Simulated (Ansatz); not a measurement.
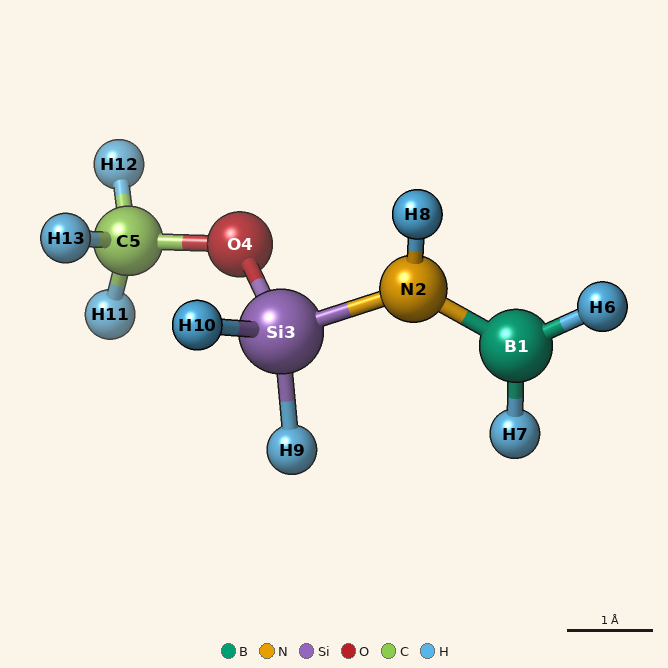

Orthographic view. Distant atoms are faded towards the background colour. The geometry was computed by an optimisation with PBE0-D4/def2-TZVP. No frequency run is at hand to confirm it as a minimum.

List the bonded neighbours of every atom.

B1: N2, H6, H7
N2: B1, Si3, H8
Si3: N2, O4, H9, H10
O4: Si3, C5
C5: O4, H11, H12, H13
(terminal hydrogens appear only as neighbours)
